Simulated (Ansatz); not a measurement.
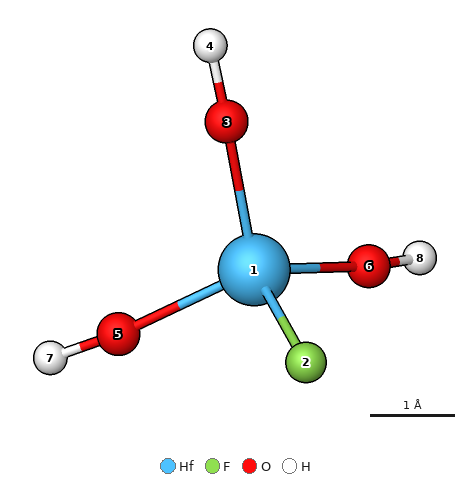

Fig. 1: The starting structure (ball-and-stick view, seen at a tilt; atoms are numbered from 1 in the order of the input). Sticks mark near contacts. Bond lengths as drawn: F–Hf 1.94 Å, Hf–O 1.93 Å and H–O 0.96 Å.

Nudged elastic band of HfH$_{3}$O$_{3}$F

The run: nudged elastic band of HfH$_{3}$O$_{3}$F. Method and program: UKS PBE-D4/def2-SVP (Ansatz 0.2.0).

One setting was made poor on purpose. It belongs to a series of runs on one base structure; here: band between the two ends. Figures and captions count atoms from 1; the log counts them from 0 in places.

Input file
```yaml
crystal:
  periodic: [false, false, false]
  atoms:
    - { symbol: Hf, position_ang: [0.313268, -0.193109, -0.034105] }
    - { symbol: F, position_ang: [1.95236, -1.209263, -0.224892] }
    - { symbol: O, position_ang: [-0.748571, -0.444817, -1.6313] }
    - { symbol: H, position_ang: [-1.351868, -0.504007, -2.380304] }
    - { symbol: O, position_ang: [0.77576, 1.672444, 0.187185] }
    - { symbol: O, position_ang: [-0.632333, -0.849228, 1.521048] }
    - { symbol: H, position_ang: [0.883644, 2.623717, 0.296741] }
    - { symbol: H, position_ang: [-1.192261, -1.095737, 2.265526] }
magnetization:
  spin_polarized: true
basis:
  gaussian: { orbitals: def2-SVP }
hamiltonian:
  xc: pbe
  dispersion: d4
neb:
  order_check: false
  images: 2
  f_tol: 0.05
  max_iterations: 60
  climbing: true
  final_atoms:
    - { symbol: Hf, position_ang: [-0.85696328, 0.79446259, 0.1619766] }
    - { symbol: F, position_ang: [0.23509576, -2.27627714, -0.5998571] }
    - { symbol: O, position_ang: [-0.35105775, 0.01048416, -1.39552867] }
    - { symbol: H, position_ang: [0.05839941, -1.42026781, -1.0785275] }
    - { symbol: O, position_ang: [0.3099594, 2.33022645, 0.49973616] }
    - { symbol: O, position_ang: [-0.42391322, -0.63820821, 1.39491683] }
    - { symbol: H, position_ang: [1.14050367, 2.65110255, 0.11211181] }
    - { symbol: H, position_ang: [-0.11202499, -1.4515226, 0.90507088] }
  initial_path:
    images:
      - { positions_ang: [[0.313268, -0.193109, -0.034105], [1.95236, -1.209263, -0.224892], [-0.748571, -0.444817, -1.6313], [-1.351868, -0.504007, -2.380304], [0.77576, 1.672444, 0.187185], [-0.632333, -0.849228, 1.521048], [0.883644, 2.623717, 0.296741], [-1.192261, -1.095737, 2.265526]] }
      - { positions_ang: [[-0.43712056, 0.33513927, 0.16774473], [1.4031497, -0.98670265, -0.38256725], [-0.90034701, -0.26742277, -1.45181978], [-0.34489167, -0.64655482, -1.57197492], [0.62101785, 1.81315464, 0.20105769], [-0.81849959, -0.76728425, 1.56236675], [1.13328801, 1.86113903, -0.10492729], [-0.65659773, -1.34146846, 1.58001906]] }
      - { positions_ang: [[-0.82719765, 0.6643298, 0.23310526], [0.83072829, -1.34237403, -0.50755562], [-0.76784259, -0.11565571, -1.37322934], [0.12519746, -0.95197509, -1.13804942], [0.46575099, 2.03241545, 0.3052414], [-0.74902633, -0.69694432, 1.52032303], [1.2189079, 1.87026755, -0.16647035], [-0.29651906, -1.46006365, 1.12653402]] }
      - { positions_ang: [[-0.85696328, 0.79446259, 0.1619766], [0.23509576, -2.27627714, -0.5998571], [-0.35105775, 0.01048416, -1.39552867], [0.05839941, -1.42026781, -1.0785275], [0.3099594, 2.33022645, 0.49973616], [-0.42391322, -0.63820821, 1.39491683], [1.14050367, 2.65110255, 0.11211181], [-0.11202499, -1.4515226, 0.90507088]] }
```

Command:
```bash
ansatz run input.yaml --threads 4 --pin off --max-ram 5120MiB --backend cpu --events-out ev --progress --plain --runs-dir out
```

Output
```
Engine: ansatz 0.2.0, aarch64-unknown-linux-gnu
Functional definition: PBE
  parameter kappa = 0.804
  parameter beta = 0.06672455060314922
  exchange = pbe_x(kappa = kappa, mu = beta*pi^2/3)
  correlation = pbe_c(beta = beta)
1065 factors; their error is unknown
mean field evaluation 1: about -10186.7062 eV, gradient 7.5e1 eV
mean field evaluation 2: about -10046.1630 eV, gradient 1.9e2 eV
mean field evaluation 4: about -10205.1545 eV, gradient 1.6e1 eV
mean field evaluation 8: about -10205.9771 eV, gradient 1.6e-1 eV
mean field evaluation 16: about -10205.9074 eV, gradient 1.3e-4 eV
mean field -10205.90741294 eV, -375.0601796129 hartree, gradient 2.2e-5 eV, S^2 0.000000; 0 other end points of the search recorded, 0 dependent functions left out
the calculation of the forces begins
reference -10205.90748769 eV, -375.0601823602 hartree; 24, 24 occupied and 79, 79 virtual orbitals, 1065 factors
1065 factors; their error is unknown
mean field evaluation 32: about -10202.7785 eV, gradient 1.7e-3 eV
mean field -10202.77854877 eV, -374.9451959754 hartree, gradient 3.5e-5 eV, S^2 0.000000; 0 other end points of the search recorded, 0 dependent functions left out
[... from here on the field's lines of each further geometry are left out, up to the last ...]
NEB iter   1: max|band force component| = 7.597e1 eV/Å  barrier→ = 27.9945 eV  barrier← = 24.8959 eV  Δτ_max = 0.1942 Å  (124 SCF iters)
NEB iter   2: max|band force component| = 9.896e0 eV/Å  barrier→ = 5.2312 eV  barrier← = 2.1326 eV  Δτ_max = 0.1898 Å  (76 SCF iters)
NEB iter   3: max|band force component| = 5.382e0 eV/Å  barrier→ = 3.3434 eV  barrier← = 0.2448 eV  Δτ_max = 0.1913 Å  (72 SCF iters)
NEB iter   4: max|band force component| = 2.004e0 eV/Å  barrier→ = 3.3589 eV  barrier← = 0.2603 eV  Δτ_max = 0.1942 Å  (77 SCF iters)
NEB iter   5: max|band force component| = 1.698e0 eV/Å  barrier→ = 3.1589 eV  barrier← = 0.0603 eV  Δτ_max = 0.1958 Å  (72 SCF iters)
NEB iter   6: max|band force component| = 1.455e0 eV/Å  barrier→ = 3.0986 eV  barrier← = 0.0000 eV  Δτ_max = 0.1956 Å  (72 SCF iters)
NEB iter   7: max|band force component| = 1.096e0 eV/Å  barrier→ = 3.0986 eV  barrier← = 0.0000 eV  Δτ_max = 0.1787 Å  (73 SCF iters)
NEB iter   8: max|band force component| = 1.126e0 eV/Å  barrier→ = 3.0986 eV  barrier← = 0.0000 eV  Δτ_max = 0.0859 Å  (67 SCF iters)
NEB iter   9: max|band force component| = 8.702e-1 eV/Å  barrier→ = 3.0986 eV  barrier← = 0.0000 eV  Δτ_max = 0.0873 Å  (74 SCF iters)
NEB iter  10: max|band force component| = 8.155e-1 eV/Å  barrier→ = 3.0986 eV  barrier← = 0.0000 eV  Δτ_max = 0.0867 Å  (69 SCF iters)
NEB iter  11: max|band force component| = 1.065e0 eV/Å  barrier→ = 3.0986 eV  barrier← = 0.0000 eV  Δτ_max = 0.0855 Å  (67 SCF iters)
NEB iter  12: max|band force component| = 5.602e-1 eV/Å  barrier→ = 3.0986 eV  barrier← = 0.0000 eV  Δτ_max = 0.1705 Å  (65 SCF iters)
NEB iter  13: max|band force component| = 1.582e0 eV/Å  barrier→ = 3.0986 eV  barrier← = 0.0000 eV  Δτ_max = 0.0897 Å  (71 SCF iters)
NEB iter  14: max|band force component| = 9.846e-1 eV/Å  barrier→ = 2.2921 eV  barrier← = -0.8065 eV  CI = image 2  Δτ_max = 0.1764 Å  (68 SCF iters)
NEB iter  15: max|band force component| = 1.299e0 eV/Å  barrier→ = 2.6521 eV  barrier← = -0.4465 eV  CI = image 2  Δτ_max = 0.1726 Å  (67 SCF iters)
NEB iter  16: max|band force component| = 1.067e0 eV/Å  barrier→ = 3.0747 eV  barrier← = -0.0239 eV  CI = image 2  Δτ_max = 0.1692 Å  (78 SCF iters)
NEB iter  17: max|band force component| = 9.462e-1 eV/Å  barrier→ = 3.2908 eV  barrier← = 0.1923 eV  CI = image 2  Δτ_max = 0.2000 Å  (73 SCF iters)
NEB iter  18: max|band force component| = 1.045e0 eV/Å  barrier→ = 3.4638 eV  barrier← = 0.3652 eV  CI = image 2  Δτ_max = 0.1928 Å  (76 SCF iters)
NEB iter  19: max|band force component| = 7.366e-1 eV/Å  barrier→ = 3.4301 eV  barrier← = 0.3315 eV  CI = image 2  Δτ_max = 0.1980 Å  (74 SCF iters)
NEB iter  20: max|band force component| = 4.671e-1 eV/Å  barrier→ = 3.3229 eV  barrier← = 0.2243 eV  CI = image 2  Δτ_max = 0.1958 Å  (70 SCF iters)
NEB iter  21: max|band force component| = 3.770e-1 eV/Å  barrier→ = 3.2244 eV  barrier← = 0.1258 eV  CI = image 2  Δτ_max = 0.1929 Å  (70 SCF iters)
NEB iter  22: max|band force component| = 5.830e-1 eV/Å  barrier→ = 3.1235 eV  barrier← = 0.0249 eV  CI = image 2  Δτ_max = 0.1959 Å  (72 SCF iters)
NEB iter  23: max|band force component| = 2.064e0 eV/Å  barrier→ = 3.1868 eV  barrier← = 0.0882 eV  CI = image 2  Δτ_max = 0.0967 Å  (70 SCF iters)
NEB iter  24: max|band force component| = 8.720e-1 eV/Å  barrier→ = 3.1254 eV  barrier← = 0.0268 eV  CI = image 2  Δτ_max = 0.1985 Å  (77 SCF iters)
NEB iter  25: max|band force component| = 3.388e-1 eV/Å  barrier→ = 3.1318 eV  barrier← = 0.0332 eV  CI = image 2  Δτ_max = 0.1128 Å  (69 SCF iters)
NEB iter  26: max|band force component| = 1.502e-1 eV/Å  barrier→ = 3.1184 eV  barrier← = 0.0198 eV  CI = image 2  Δτ_max = 0.0372 Å  (76 SCF iters)
NEB iter  27: max|band force component| = 6.342e-2 eV/Å  barrier→ = 3.1173 eV  barrier← = 0.0187 eV  CI = image 2  Δτ_max = 0.0396 Å  (66 SCF iters)
NEB iter  28: max|band force component| = 1.068e-1 eV/Å  barrier→ = 3.1177 eV  barrier← = 0.0191 eV  CI = image 2  Δτ_max = 0.0198 Å  (63 SCF iters)
NEB iter  29: max|band force component| = 6.901e-2 eV/Å  barrier→ = 3.1179 eV  barrier← = 0.0193 eV  CI = image 2  Δτ_max = 0.0198 Å  (66 SCF iters)
NEB iter  30: max|band force component| = 5.171e-2 eV/Å  barrier→ = 3.1179 eV  barrier← = 0.0193 eV  CI = image 2  Δτ_max = 0.0078 Å  (67 SCF iters)
the calculation of the forces begins
reference -10204.66629154 eV, -375.0145692427 hartree; 24, 24 occupied and 79, 79 virtual orbitals, 1065 factors
1065 factors; their error is unknown
mean field evaluation 576: about -10202.7614 eV, gradient 1.2e-1 eV
mean field -10202.76145499 eV, -374.9445677908 hartree, gradient 1.5e-5 eV, S^2 0.000000; 1 other end points of the search recorded, 0 dependent functions left out
the calculation of the forces begins
reference -10202.76152059 eV, -374.9445702015 hartree; 24, 24 occupied and 79, 79 virtual orbitals, 1065 factors
NEB iter  31: max|band force component| = 3.030e-2 eV/Å  barrier→ = 3.1179 eV  barrier← = 0.0193 eV  CI = image 2  Δτ_max = 0.0000 Å  (135 SCF iters)
```

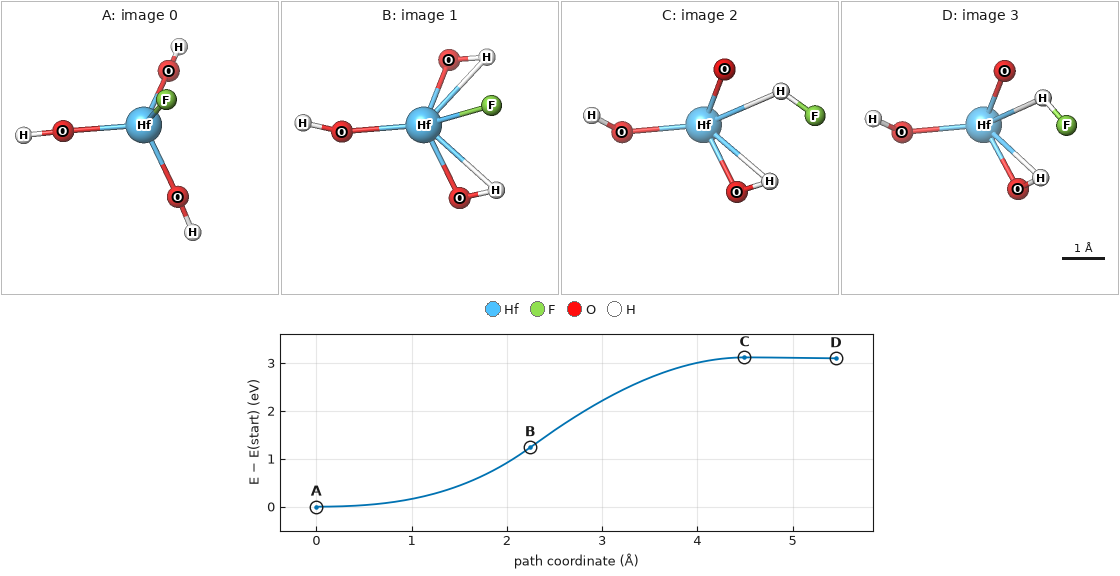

Fig. 2: Images of the last band (counted from 0; ball-and-stick, seen at a tilt) above the energy along the path; the line is a cubic interpolation that uses the forces. The highest image is number 2, 3.118 eV above the start and 0.019 eV above the end (the climbing image); the end lies 3.099 eV above the start. The path is 5.46 Å long. The band converged in 31 iterations.

```
Total energy: -10202.91464396 eV, -374.9501973815 hartree
Atom 0 at    -0.596913     0.696386     0.068404 Å, force     0.011318    -0.031952     0.002118 eV/Å
Atom 1 at    -0.472226    -2.308305    -0.631024 Å, force    -0.010785    -0.024838     0.015018 eV/Å
Atom 2 at     0.118071    -0.050326    -1.430058 Å, force    -0.007582     0.005276     0.014703 eV/Å
Atom 3 at    -0.116549    -1.507128    -1.116963 Å, force     0.008996     0.027455    -0.020967 eV/Å
Atom 4 at     0.300787     2.387590     0.465246 Å, force     0.002379     0.009009     0.001094 eV/Å
Atom 5 at    -0.199954    -0.598940     1.474786 Å, force    -0.006788     0.008737    -0.026605 eV/Å
Atom 6 at     1.054171     2.876967     0.097029 Å, force     0.000491    -0.000724     0.001262 eV/Å
Atom 7 at    -0.087388    -1.496245     1.072479 Å, force     0.001971     0.007036     0.013377 eV/Å
Dipole moment:    -0.613746     0.763687     0.036292 e Å
this run last wrote the band of iteration 31 to [file]
```

The last band as extended XYZ (Å, eV, eV/Å)
```
8
Properties=species:S:1:pos:R:3:forces:R:3 image=0 energy=-10206.03245
Hf    0.3133   -0.1931   -0.0341    0.0036  -0.0023  -0.0010
F     1.9524   -1.2093   -0.2249    0.0008  -0.0001   0.0005
O    -0.7486   -0.4448   -1.6313   -0.0004  -0.0004  -0.0011
H    -1.3519   -0.5040   -2.3803   -0.0009   0.0008   0.0008
O     0.7758    1.6724    0.1872   -0.0019   0.0011  -0.0005
O    -0.6323   -0.8492    1.5210   -0.0017   0.0008  -0.0007
H     0.8836    2.6237    0.2967    0.0002  -0.0006   0.0012
H    -1.1923   -1.0957    2.2655    0.0004   0.0006   0.0008
8
Properties=species:S:1:pos:R:3:forces:R:3 image=1 energy=-10204.79148
Hf    0.1017    0.1633    0.0485    0.4941  -0.3938  -0.0005
F     0.7149   -1.7127   -0.2453    0.8758   0.4273   0.2738
O    -0.6584   -0.1544   -1.7231   -0.5743  -0.0614  -0.2137
H    -0.5387   -1.1347   -1.7429   -0.3007   0.2705  -0.4596
O     0.5917    2.0516    0.2876    0.2087  -0.2436  -0.1223
O    -0.7017   -0.5751    1.6777   -0.3512   0.0107   0.1368
H     1.0417    2.8971    0.1582   -0.0305   0.0207   0.0566
H    -0.5511   -1.5352    1.5393   -0.3220  -0.0304   0.3289
8
Properties=species:S:1:pos:R:3:forces:R:3 image=2 energy=-10202.91458
Hf   -0.5969    0.6964    0.0684    0.0113  -0.0320   0.0021
F    -0.4722   -2.3083   -0.6310   -0.0108  -0.0248   0.0150
O     0.1181   -0.0503   -1.4301   -0.0076   0.0053   0.0147
H    -0.1165   -1.5071   -1.1170    0.0090   0.0275  -0.0210
O     0.3008    2.3876    0.4652    0.0024   0.0090   0.0011
O    -0.2000   -0.5989    1.4748   -0.0068   0.0087  -0.0266
H     1.0542    2.8770    0.0970    0.0005  -0.0007   0.0013
H    -0.0874   -1.4962    1.0725    0.0020   0.0070   0.0134
8
Properties=species:S:1:pos:R:3:forces:R:3 image=3 energy=-10202.93387
Hf   -0.8570    0.7945    0.1620   -0.0088  -0.0053  -0.0084
F     0.2351   -2.2763   -0.5999   -0.0014  -0.0107  -0.0006
O    -0.3511    0.0105   -1.3955   -0.0003  -0.0024   0.0011
H     0.0584   -1.4203   -1.0785   -0.0027   0.0076  -0.0001
O     0.3100    2.3302    0.4997    0.0173   0.0069  -0.0061
O    -0.4239   -0.6382    1.3949    0.0002  -0.0019   0.0031
H     1.1405    2.6511    0.1121   -0.0069   0.0102   0.0088
H    -0.1120   -1.4515    0.9051    0.0025  -0.0045   0.0023
```

Key numbers

| quantity | value |
| --- | --- |
| outcome | converged |
| barrier, forward | 3.118 eV |
| barrier, backward | 0.019 eV |
| hardware | 4 threads of Arm Neoverse N1, 16 GiB of memory available, shared host |
| wall time | 3.2 min (CPU time 12 min) |
| peak memory | 0.2 GiB |

Notes

A deliberately poor setting: few images. The order of the saddle point was not checked.
